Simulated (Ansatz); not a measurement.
# Run report: C₂H₁₀AsNSi, geometry relaxation (part 2 of 2)

The same run, continued: C₂H₁₀AsNSi; RKS PBE0-D4/def2-TZVP (Ansatz 0.2.0). The geometry: PBE-D4/def2-SVP start.

Geometry of the input (Å):
```
C  -1.5281  0.0237  1.1444
N  -0.2357  0.1270  0.4875
C  0.7941  0.6681  1.3626
As 0.3656  -1.5092  -0.3488
Si 0.9067  -0.2378  -2.3092
H  -1.8245  1.0284  1.5230
H  -1.5531  -0.6771  2.0221
H  -2.3051  -0.3037  0.4233
H  1.7578  0.7571  0.8184
H  0.5020  1.6935  1.6810
H  0.9807  0.0694  2.2933
H  -1.0234  -1.8503  -0.9326
H  1.9390  0.7745  -1.8899
H  1.5040  -1.0913  -3.4002
H  -0.3019  0.4770  -2.8459
```

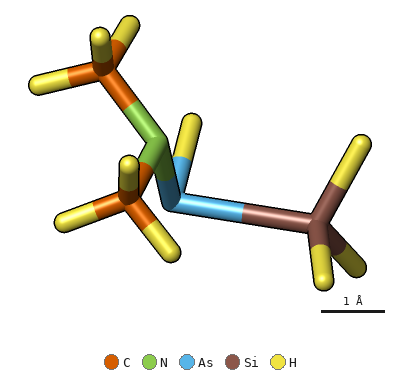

Fig. 1: The geometry at step 13 of the log (stick view, seen at a tilt).

Trajectory as extended XYZ, continued:
```
15
Properties=species:S:1:pos:R:3:forces:R:3 step=6 energy=-72432.23973
C    -1.5223    0.0144    1.1638   -0.0009  -0.0062   0.0034
N    -0.2568    0.1593    0.4789   -0.0050   0.0352   0.0183
C     0.7695    0.6808    1.3592    0.0021  -0.0026  -0.0005
As    0.3423   -1.4322   -0.3554   -0.0077  -0.0154  -0.0101
Si    0.9241   -0.2401   -2.3223    0.0065  -0.0045  -0.0008
H    -1.8117    0.9837    1.5852    0.0030  -0.0169  -0.0040
H    -1.5003   -0.7145    1.9933   -0.0010   0.0110  -0.0128
H    -2.3001   -0.2904    0.4604    0.0123   0.0011   0.0116
H     1.7127    0.7960    0.8179   -0.0148  -0.0002   0.0079
H     0.4698    1.6732    1.7126    0.0034  -0.0148  -0.0026
H     0.9586    0.0482    2.2437   -0.0020   0.0135  -0.0129
H    -1.0218   -1.7988   -0.9325    0.0087   0.0026  -0.0034
H     1.9745    0.7410   -1.9391   -0.0042  -0.0094  -0.0047
H     1.4856   -1.1553   -3.3555   -0.0085   0.0091   0.0074
H    -0.2458    0.4841   -2.8809    0.0082  -0.0027   0.0032
15
Properties=species:S:1:pos:R:3:forces:R:3 step=7 energy=-72432.24001
C    -1.5239    0.0108    1.1703    0.0027  -0.0071   0.0005
N    -0.2616    0.1648    0.4812   -0.0011   0.0284   0.0081
C     0.7656    0.6856    1.3610    0.0008  -0.0059  -0.0049
As    0.3398   -1.4236   -0.3580   -0.0092  -0.0212  -0.0020
Si    0.9291   -0.2421   -2.3287    0.0080   0.0035   0.0036
H    -1.8151    0.9762    1.5990    0.0016  -0.0117  -0.0028
H    -1.4962   -0.7233    1.9948   -0.0002   0.0090  -0.0090
H    -2.3031   -0.2922    0.4679    0.0073  -0.0001   0.0084
H     1.7062    0.8078    0.8171   -0.0105   0.0010   0.0061
H     0.4628    1.6745    1.7210    0.0023  -0.0093  -0.0015
H     0.9604    0.0489    2.2411   -0.0013   0.0113  -0.0084
H    -1.0228   -1.7898   -0.9385    0.0036   0.0019  -0.0021
H     1.9910    0.7288   -1.9513   -0.0040  -0.0061  -0.0079
H     1.4790   -1.1695   -3.3571   -0.0079   0.0085   0.0084
H    -0.2331    0.4924   -2.8903    0.0077  -0.0020   0.0037
15
Properties=species:S:1:pos:R:3:forces:R:3 step=8 energy=-72432.24029
C    -1.5256    0.0046    1.1774    0.0049   0.0009   0.0029
N    -0.2688    0.1719    0.4814   -0.0039  -0.0020   0.0027
C     0.7597    0.6927    1.3594   -0.0011  -0.0020  -0.0036
As    0.3351   -1.4158   -0.3598   -0.0008   0.0008   0.0064
Si    0.9364   -0.2414   -2.3305    0.0120  -0.0092  -0.0100
H    -1.8210    0.9646    1.6142   -0.0013  -0.0008   0.0003
H    -1.4879   -0.7345    1.9967    0.0026   0.0021  -0.0008
H    -2.3067   -0.2996    0.4782   -0.0029  -0.0024  -0.0006
H     1.6966    0.8241    0.8118   -0.0003   0.0024   0.0002
H     0.4527    1.6769    1.7277    0.0002   0.0015   0.0001
H     0.9627    0.0518    2.2341    0.0005   0.0031  -0.0001
H    -1.0251   -1.7802   -0.9460   -0.0026   0.0044  -0.0077
H     2.0209    0.7102   -1.9684   -0.0076  -0.0078   0.0012
H     1.4614   -1.1888   -3.3535   -0.0028   0.0118  -0.0001
H    -0.2122    0.5128   -2.8933    0.0030  -0.0030   0.0090
15
Properties=species:S:1:pos:R:3:forces:R:3 step=9 energy=-72432.24049
C    -1.5269    0.0006    1.1817    0.0034   0.0029   0.0028
N    -0.2737    0.1746    0.4805    0.0012  -0.0198  -0.0077
C     0.7559    0.6978    1.3557    0.0011   0.0030  -0.0011
As    0.3317   -1.4138   -0.3599   -0.0040  -0.0033   0.0122
Si    0.9421   -0.2450   -2.3305    0.0106   0.0161  -0.0105
H    -1.8254    0.9587    1.6205   -0.0009   0.0027   0.0003
H    -1.4821   -0.7387    2.0003    0.0038  -0.0001   0.0012
H    -2.3093   -0.3070    0.4856   -0.0053  -0.0026  -0.0031
H     1.6902    0.8339    0.8053    0.0021   0.0025  -0.0016
H     0.4462    1.6801    1.7268   -0.0004   0.0040  -0.0005
H     0.9644    0.0568    2.2289    0.0004  -0.0006   0.0017
H    -1.0268   -1.7753   -0.9517   -0.0047   0.0031  -0.0064
H     2.0402    0.6915   -1.9691   -0.0078  -0.0072  -0.0020
H     1.4509   -1.1922   -3.3617   -0.0046   0.0048   0.0092
H    -0.1994    0.5274   -2.8832    0.0050  -0.0056   0.0054
15
Properties=species:S:1:pos:R:3:forces:R:3 step=10 energy=-72432.24068
C    -1.5279   -0.0026    1.1851    0.0031   0.0025   0.0030
N    -0.2777    0.1730    0.4786    0.0004  -0.0190  -0.0025
C     0.7537    0.7005    1.3492    0.0009   0.0034   0.0002
As    0.3271   -1.4166   -0.3603   -0.0035   0.0008   0.0112
Si    0.9471   -0.2447   -2.3262    0.0022   0.0110  -0.0074
H    -1.8276    0.9558    1.6224   -0.0001   0.0016  -0.0007
H    -1.4776   -0.7395    2.0056    0.0030   0.0004  -0.0001
H    -2.3121   -0.3146    0.4929   -0.0026  -0.0020  -0.0016
H     1.6858    0.8383    0.7952    0.0007   0.0011  -0.0014
H     0.4427    1.6827    1.7196   -0.0004   0.0020  -0.0016
H     0.9670    0.0619    2.2230    0.0000  -0.0006  -0.0001
H    -1.0299   -1.7721   -0.9596   -0.0032   0.0035  -0.0051
H     2.0539    0.6809   -1.9632   -0.0089  -0.0065  -0.0041
H     1.4446   -1.1925   -3.3624   -0.0022   0.0068   0.0083
H    -0.1910    0.5387   -2.8707    0.0106  -0.0049   0.0019
15
Properties=species:S:1:pos:R:3:forces:R:3 step=11 energy=-72432.24087
C    -1.5300   -0.0092    1.1944    0.0036  -0.0020   0.0016
N    -0.2866    0.1685    0.4764    0.0004  -0.0094   0.0111
C     0.7495    0.7051    1.3360   -0.0005   0.0003  -0.0001
As    0.3162   -1.4228   -0.3608   -0.0160   0.0154  -0.0115
Si    0.9550   -0.2447   -2.3177    0.0116   0.0084  -0.0068
H    -1.8314    0.9505    1.6279    0.0009  -0.0011  -0.0021
H    -1.4684   -0.7404    2.0194    0.0003   0.0033  -0.0040
H    -2.3185   -0.3302    0.5108    0.0046   0.0001   0.0035
H     1.6765    0.8453    0.7739   -0.0038  -0.0017  -0.0001
H     0.4366    1.6875    1.7045   -0.0003  -0.0021  -0.0022
H     0.9732    0.0718    2.2114   -0.0011   0.0015  -0.0043
H    -1.0372   -1.7612   -0.9795   -0.0001  -0.0028   0.0069
H     2.0759    0.6622   -1.9506   -0.0090  -0.0042  -0.0039
H     1.4384   -1.1925   -3.3602   -0.0004   0.0040   0.0060
H    -0.1711    0.5595   -2.8570    0.0097  -0.0096   0.0058
15
Properties=species:S:1:pos:R:3:forces:R:3 step=12 energy=-72432.24089
C    -1.5333   -0.0153    1.2067    0.0080  -0.0107  -0.0030
N    -0.2981    0.1653    0.4747    0.0044   0.0080   0.0211
C     0.7449    0.7086    1.3224   -0.0037  -0.0070  -0.0020
As    0.3004   -1.4250   -0.3660   -0.0099   0.0075   0.0060
Si    0.9690   -0.2438   -2.3122   -0.0258   0.0052  -0.0162
H    -1.8347    0.9451    1.6390    0.0017  -0.0049  -0.0033
H    -1.4591   -0.7428    2.0342   -0.0024   0.0088  -0.0106
H    -2.3276   -0.3432    0.5325    0.0126   0.0028   0.0099
H     1.6656    0.8515    0.7503   -0.0109  -0.0041   0.0042
H     0.4315    1.6908    1.6914    0.0003  -0.0059  -0.0022
H     0.9802    0.0785    2.1973   -0.0026   0.0065  -0.0116
H    -1.0532   -1.7518   -0.9926    0.0189   0.0073  -0.0035
H     2.0984    0.6515   -1.9426   -0.0102  -0.0115   0.0072
H     1.4433   -1.1931   -3.3571    0.0030   0.0023   0.0067
H    -0.1493    0.5730   -2.8489    0.0166  -0.0044  -0.0028
15
Properties=species:S:1:pos:R:3:forces:R:3 step=13 energy=-72432.24111
C    -1.5332   -0.0158    1.2092    0.0086  -0.0085  -0.0036
N    -0.2992    0.1673    0.4759    0.0016   0.0050   0.0149
C     0.7445    0.7093    1.3233   -0.0026  -0.0068  -0.0041
As    0.2989   -1.4215   -0.3674   -0.0123   0.0056  -0.0043
Si    0.9676   -0.2440   -2.3157   -0.0056   0.0017   0.0016
H    -1.8351    0.9434    1.6435    0.0007  -0.0025  -0.0015
H    -1.4573   -0.7447    2.0353   -0.0014   0.0070  -0.0080
H    -2.3279   -0.3433    0.5356    0.0086   0.0017   0.0072
H     1.6644    0.8535    0.7503   -0.0089  -0.0026   0.0037
H     0.4312    1.6905    1.6947    0.0004  -0.0034  -0.0009
H     0.9812    0.0774    2.1966   -0.0021   0.0051  -0.0085
H    -1.0535   -1.7473   -0.9964    0.0095   0.0034   0.0032
H     2.0961    0.6503   -1.9409   -0.0093  -0.0061  -0.0027
H     1.4470   -1.1982   -3.3539    0.0007   0.0057   0.0036
H    -0.1466    0.5725   -2.8608    0.0120  -0.0054  -0.0006
15
Properties=species:S:1:pos:R:3:forces:R:3 step=14 energy=-72432.24122
C    -1.5339   -0.0176    1.2152    0.0088  -0.0074  -0.0050
N    -0.3035    0.1683    0.4767    0.0008   0.0070   0.0111
C     0.7431    0.7102    1.3205   -0.0019  -0.0072  -0.0060
As    0.2923   -1.4191   -0.3700   -0.0108   0.0007  -0.0082
Si    0.9699   -0.2444   -2.3171    0.0038   0.0021   0.0052
H    -1.8359    0.9408    1.6510   -0.0002  -0.0012  -0.0001
H    -1.4531   -0.7466    2.0406   -0.0008   0.0058  -0.0063
H    -2.3307   -0.3466    0.5448    0.0057   0.0011   0.0055
H     1.6604    0.8560    0.7437   -0.0077  -0.0012   0.0039
H     0.4302    1.6905    1.6944    0.0007  -0.0017   0.0005
H     0.9841    0.0774    2.1918   -0.0018   0.0046  -0.0063
H    -1.0593   -1.7396   -1.0030    0.0050   0.0013   0.0047
H     2.0975    0.6487   -1.9374   -0.0062  -0.0029  -0.0032
H     1.4550   -1.2018   -3.3494   -0.0008   0.0037   0.0024
H    -0.1380    0.5732   -2.8727    0.0055  -0.0048   0.0017
15
Properties=species:S:1:pos:R:3:forces:R:3 step=15 energy=-72432.24128
C    -1.5348   -0.0202    1.2223    0.0078  -0.0053  -0.0055
N    -0.3092    0.1688    0.4766   -0.0006   0.0094   0.0099
C     0.7413    0.7114    1.3149   -0.0014  -0.0071  -0.0067
As    0.2830   -1.4179   -0.3732   -0.0058  -0.0040  -0.0086
Si    0.9742   -0.2444   -2.3164    0.0042  -0.0003   0.0047
H    -1.8369    0.9377    1.6593   -0.0010  -0.0003   0.0011
H    -1.4472   -0.7485    2.0475   -0.0003   0.0046  -0.0050
H    -2.3344   -0.3517    0.5567    0.0037   0.0009   0.0042
H     1.6550    0.8591    0.7331   -0.0065  -0.0001   0.0042
H     0.4289    1.6908    1.6916    0.0009  -0.0005   0.0013
H     0.9881    0.0781    2.1841   -0.0015   0.0040  -0.0046
H    -1.0679   -1.7308   -1.0112    0.0028   0.0006   0.0034
H     2.1013    0.6464   -1.9311   -0.0028  -0.0007  -0.0016
H     1.4640   -1.2047   -3.3436   -0.0009   0.0020   0.0006
H    -0.1271    0.5751   -2.8817    0.0014  -0.0030   0.0025
15
Properties=species:S:1:pos:R:3:forces:R:3 step=16 energy=-72432.24130
C    -1.5352   -0.0215    1.2261    0.0057  -0.0034  -0.0049
N    -0.3125    0.1690    0.4761   -0.0008   0.0095   0.0081
C     0.7403    0.7121    1.3112   -0.0008  -0.0058  -0.0059
As    0.2773   -1.4177   -0.3749   -0.0016  -0.0075  -0.0059
Si    0.9770   -0.2448   -2.3152    0.0006   0.0006   0.0022
H    -1.8373    0.9361    1.6636   -0.0012   0.0000   0.0013
H    -1.4436   -0.7492    2.0513    0.0000   0.0032  -0.0036
H    -2.3366   -0.3546    0.5635    0.0024   0.0008   0.0031
H     1.6518    0.8610    0.7265   -0.0050   0.0004   0.0036
H     0.4283    1.6909    1.6897    0.0008   0.0000   0.0014
H     0.9905    0.0784    2.1792   -0.0012   0.0029  -0.0031
H    -1.0732   -1.7258   -1.0159    0.0019   0.0004   0.0016
H     2.1034    0.6452   -1.9265   -0.0005   0.0000   0.0001
H     1.4695   -1.2054   -3.3407   -0.0005   0.0001   0.0004
H    -0.1215    0.5756   -2.8846    0.0002  -0.0013   0.0015
15
Properties=species:S:1:pos:R:3:forces:R:3 step=17 energy=-72432.24131
C    -1.5351   -0.0217    1.2269    0.0034  -0.0011  -0.0034
N    -0.3134    0.1692    0.4756   -0.0012   0.0077   0.0066
C     0.7401    0.7122    1.3097   -0.0006  -0.0041  -0.0045
As    0.2753   -1.4181   -0.3753    0.0017  -0.0075  -0.0033
Si    0.9778   -0.2448   -2.3142   -0.0017  -0.0003  -0.0003
H    -1.8373    0.9357    1.6646   -0.0012   0.0003   0.0012
H    -1.4422   -0.7492    2.0521    0.0002   0.0016  -0.0018
H    -2.3370   -0.3554    0.5653    0.0009   0.0005   0.0018
H     1.6509    0.8615    0.7241   -0.0029   0.0007   0.0024
H     0.4282    1.6907    1.6889    0.0005   0.0003   0.0011
H     0.9914    0.0783    2.1771   -0.0007   0.0017  -0.0014
H    -1.0751   -1.7245   -1.0172    0.0010   0.0004   0.0000
H     2.1035    0.6454   -1.9243    0.0006   0.0002   0.0011
H     1.4715   -1.2051   -3.3394    0.0001  -0.0003   0.0000
H    -0.1202    0.5752   -2.8846   -0.0001  -0.0001   0.0007
15
Properties=species:S:1:pos:R:3:forces:R:3 step=18 energy=-72432.24131
C    -1.5349   -0.0215    1.2265    0.0014   0.0003  -0.0019
N    -0.3133    0.1692    0.4751   -0.0010   0.0053   0.0043
C     0.7401    0.7121    1.3092   -0.0005  -0.0023  -0.0028
As    0.2750   -1.4187   -0.3752    0.0025  -0.0058  -0.0017
Si    0.9778   -0.2450   -2.3135   -0.0020   0.0000  -0.0010
H    -1.8371    0.9359    1.6643   -0.0009   0.0003   0.0008
H    -1.4419   -0.7489    2.0517    0.0003   0.0003  -0.0002
H    -2.3369   -0.3553    0.5652   -0.0001   0.0002   0.0006
H     1.6508    0.8617    0.7236   -0.0009   0.0007   0.0010
H     0.4283    1.6905    1.6887    0.0001   0.0003   0.0006
H     0.9916    0.0781    2.1764   -0.0002   0.0005   0.0000
H    -1.0754   -1.7245   -1.0173    0.0000   0.0000  -0.0004
H     2.1030    0.6455   -1.9229    0.0010   0.0003   0.0009
H     1.4719   -1.2045   -3.3392    0.0004  -0.0006  -0.0001
H    -0.1207    0.5747   -2.8834   -0.0002   0.0005  -0.0001
15
Properties=species:S:1:pos:R:3:forces:R:3 step=19 energy=-72432.24132
C    -1.5349   -0.0214    1.2264    0.0003  -0.0008   0.0008
N    -0.3134    0.1696    0.4749   -0.0006  -0.0005  -0.0004
C     0.7400    0.7123    1.3091    0.0000   0.0004  -0.0001
As    0.2751   -1.4189   -0.3751   -0.0009   0.0011  -0.0010
Si    0.9777   -0.2452   -2.3136    0.0001  -0.0003   0.0007
H    -1.8374    0.9358    1.6644    0.0007   0.0001  -0.0006
H    -1.4415   -0.7489    2.0515   -0.0003   0.0003  -0.0001
H    -2.3369   -0.3554    0.5652    0.0002   0.0001  -0.0002
H     1.6505    0.8629    0.7234    0.0000  -0.0001   0.0002
H     0.4278    1.6902    1.6896   -0.0002  -0.0002  -0.0002
H     0.9920    0.0778    2.1758    0.0002  -0.0001   0.0003
H    -1.0752   -1.7247   -1.0173    0.0007   0.0001   0.0004
H     2.1036    0.6445   -1.9228    0.0000   0.0001   0.0001
H     1.4713   -1.2048   -3.3395   -0.0002   0.0000   0.0000
H    -0.1204    0.5754   -2.8829    0.0000  -0.0002   0.0000
```

Summary:

- outcome: converged
- total energy: −72432.2414 eV
- mean-field energy: −72431.9176 eV
- dispersion energy: −0.3237 eV
- SCF solution under orbital rotations: stable
- largest force (length of the vector) at the end: 0.002 eV/Å
- dipole moment: 0.75 D
- hardware: 4 threads of AMD EPYC, 149 GiB of memory available, shared host
- wall time: 55 s (CPU time 3.4 min)
- peak memory: 0.84 GiB
